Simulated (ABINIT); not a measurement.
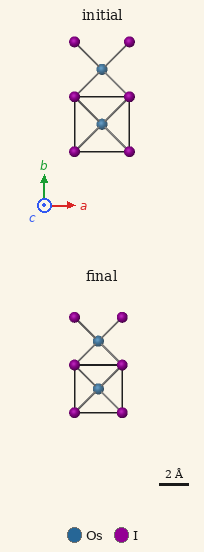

The structure of solid OsI (a generated structure, set up in Pm-3m) before (top) and after (bottom) a relaxation, at one scale.

A ball-and-stick model of the cell of the calculation, repeated 1 × 2 × 1 with one cell outlined, seen along the c axis.

The run lets cell and atoms move.

Theory: Kohn-Sham DFT of a periodic cell, LDA-PZ, PseudoDojo NC SR LDA v0.4 stringent in ABINIT 10.8.3.

The input:
```
# Pseudopotentials
pp_dirpath "./"
pseudos "Os.upf, I.upf"

# Structure
acell 3.840466 3.840466 3.840466 Angstrom
rprim
     1.0000000000     0.0000000000     0.0000000000
     0.0000000000     1.0000000000     0.0000000000
     0.0000000000     0.0000000000     1.0000000000
ntypat 2
znucl 76 53
natom 2
typat 1 2
chkprim 0
chksymtnons 0
tolsym 1.0e-6
xred
            1/2            1/2            1/2
            0.0            0.0            0.0

# Plane-wave basis
ecut 38.0
ecutsm 0.5

# k points
kptopt 1
ngkpt 5 5 5
nshiftk 1
shiftk 0.0 0.0 0.0

# Exchange and correlation
ixc 2

# Bands and occupations
nband 21
occopt 3
tsmear 0.00183747

# SCF cycle
nstep 80
tolvrs 1.0e-12

# Output
iomode 3
prteig 0
prtebands 0
prtwf 0
prtden 0

# Relaxation
ionmov 2
optcell 2
ntime 50
tolmxf 2.0e-5
dilatmx 1.08
```

Command:
```bash
abinit run.abi > log 2>&1
```

Question: Describe what moved and what it gained.

Answer: No atom moves by more than 0.005 Å relative to the cell. Cell: a = b = c 3.840 → 3.336 Å (−13.1 %). Volume −34.4 %. Among the contacts that change: I–I 3.840 → 3.336 Å, I–Os 3.326 → 2.889 Å. The space group stays Pm-3m (No. 221). After 11 geometry steps the energy has fallen by 1131 meV per atom. All forces vanish by symmetry, so only the cell relaxes. Pressure: −23.36 GPa at the start and 0.00 GPa at the end. At step 2 the optimiser overshot: the energy rose above the start, and later steps came back.
